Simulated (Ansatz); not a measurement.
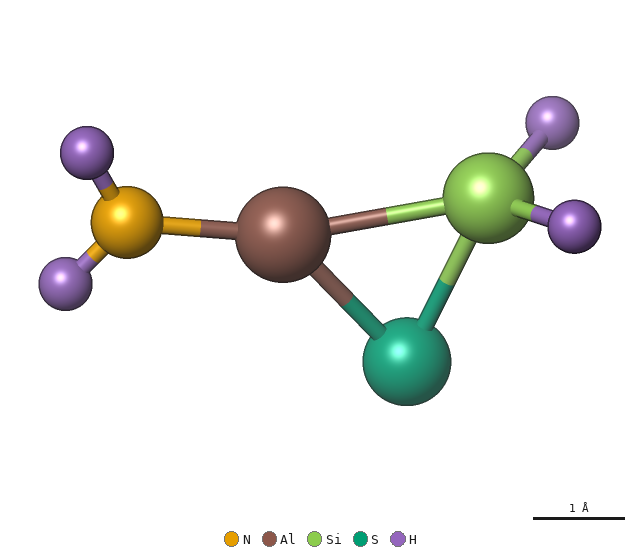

Every bond is drawn as one stick, whatever its order.

Question: Count the atoms of each element.

Answer: AlH₄NSSi, 8 atoms: 1 aluminium, 4 hydrogen, 1 nitrogen, 1 sulfur and 1 silicon.

Question: Give the symmetry (Schoenflies symbol).

Answer: Cs.

Question: Name functional groups in it.

Answer: Among them: Si–H bond.

Question: How many atoms are distinct by symmetry?

Answer: 7: 1 N, 1 Al, 1 Si, 1 S, 1 H, 1 H, 2 H.

The parts below concern this one geometry. Atoms keep their numbers from picture to picture. Computed geometry: PBE0-D4/def2-TZVP optimisation.

### Shape

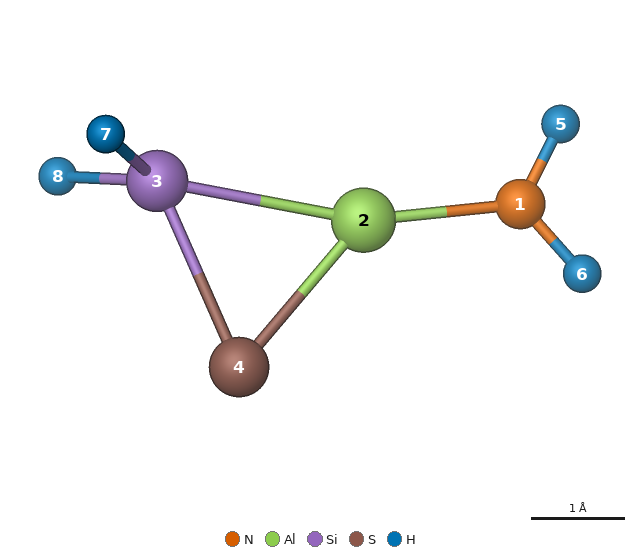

The atoms are numbered.

Give these bond angles: Al2–N1–H5, Al2–N1–H6, H5–N1–H6, N1–Al2–Si3, N1–Al2–S4, Si3–Al2–S4, Al2–Si3–S4, Al2–Si3–H7, S4–Si3–H7, H7–Si3–H8, Al2–S4–Si3.

```
     angle  degrees
 Al2–N1–H5    124.5
 Al2–N1–H6    124.7
  H5–N1–H6    110.7
N1–Al2–Si3    163.4
 N1–Al2–S4    137.6
Si3–Al2–S4     58.9
Al2–Si3–S4     57.4
Al2–Si3–H7    125.4
 S4–Si3–H7    112.5
 H7–Si3–H8    108.3
Al2–S4–Si3     63.7
```

### Dipole moment

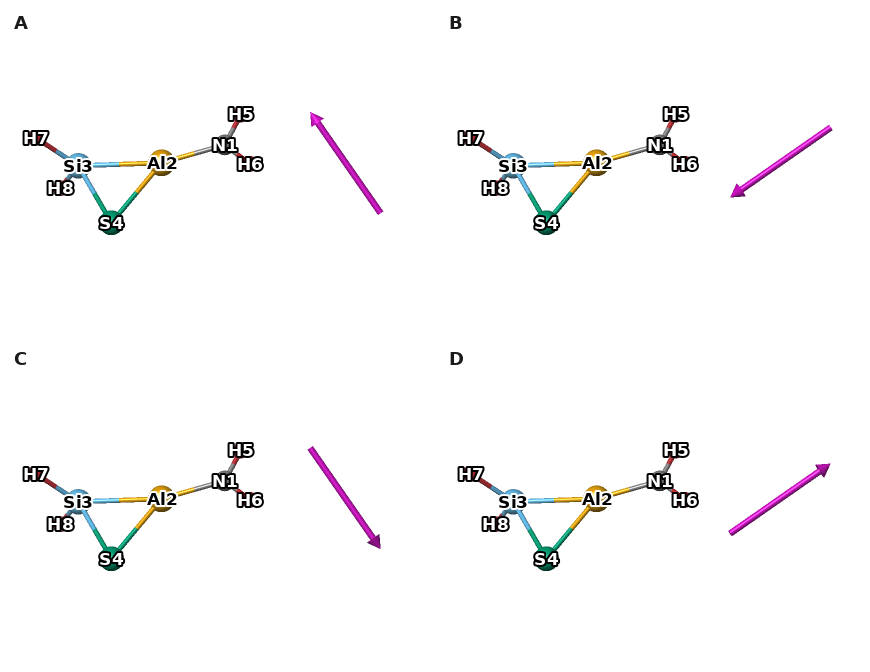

The same molecule four times, each with an arrow. Properties computed with RKS r2SCAN-D4/def2-TZVPP (Ansatz 0.2.0).

Question: Which arrow points along the dipole moment, from the negative to the positive end?

Answer: D. The dipole moment is 3.20 D; it points from the side of H7, H8 to the side of H5 (the outermost atoms at the two ends).

### Levels of theory compared

Program: Ansatz 0.2.0.

Tabulate HOMO energy (eV) at these levels: BHLYP-D4/def2-TZVPP; BLYP-D4/def2-TZVPP; PBE-D4/def2-TZVPP; PBE0-D4/def2-SVP; PBE0-D4/def2-TZVPP; r2SCAN0-D4/def2-TZVPP; ωB97M-V/def2-SVP.

| level | HOMO energy (eV) |
| --- | --- |
| BHLYP-D4/def2-TZVPP | −7.33 |
| BLYP-D4/def2-TZVPP | −5.32 |
| PBE-D4/def2-TZVPP | −5.49 |
| PBE0-D4/def2-SVP | −6.45 |
| PBE0-D4/def2-TZVPP | −6.48 |
| r2SCAN0-D4/def2-TZVPP | −6.60 |
| ωB97M-V/def2-SVP | −8.34 |

### Thermal motion

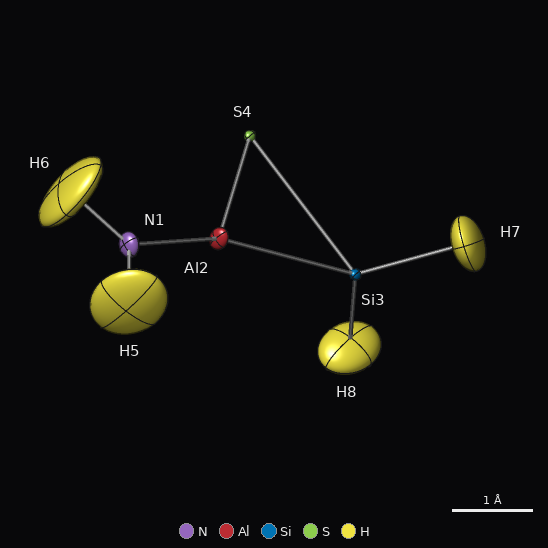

Displacement ellipsoids at the 50 % level, enlarged 1.5 times, from the internal vibrations of the free molecule (harmonic, no overall translation or rotation; no half-axis is drawn under 0.075 Å). Vibrations computed with RKS PBE0-D4/def2-TZVP (Ansatz 0.2.0). Temperature: 200 K.

Question: Which atom moves most?

Answer: H6, with U_eq = 0.0381 Å².

Question: Does H6 move more along its bond or across it?

Answer: Across it: the root-mean-square amplitude is 0.090 Å along the bond and up to 0.262 Å across, since bending and torsion are softer than stretching.

List U_eq and the three principal root-mean-square amplitudes for each kind of atom.

| atom | U_eq (Å²) | rms amplitudes (Å) |
| --- | --- | --- |
| N1 | 0.0038 | 0.041, 0.067, 0.073 |
| Al2 | 0.0029 | 0.028, 0.057, 0.069 |
| Si3 | 0.0010 | 0.021, 0.032, 0.040 |
| S4 | 0.00082 | 0.010, 0.027, 0.040 |
| H5 | 0.0348 | 0.085, 0.193, 0.245 |
| H6 | 0.0381 | 0.083, 0.197, 0.262 |
| H7, H8 | 0.0233 | 0.089, 0.157, 0.193 |

### Vibrations

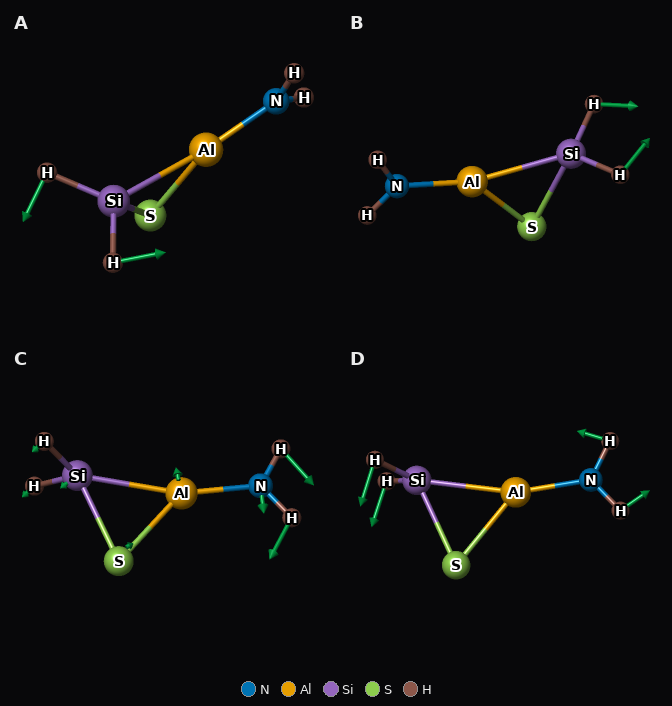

4 normal modes of one molecule or complex, as arrows. Harmonic vibrations computed with RKS PBE0-D4/def2-TZVP (Ansatz 0.2.0) at a stationary point of the same level.

Question: Match the panels to the wavenumbers 143 cm⁻¹, 440 cm⁻¹, 717 cm⁻¹, 953 cm⁻¹.

Answer: A: 440 cm⁻¹, Al–Si–H bending
B: 953 cm⁻¹, angle bending
C: 143 cm⁻¹, angle bending
D: 717 cm⁻¹, angle bending
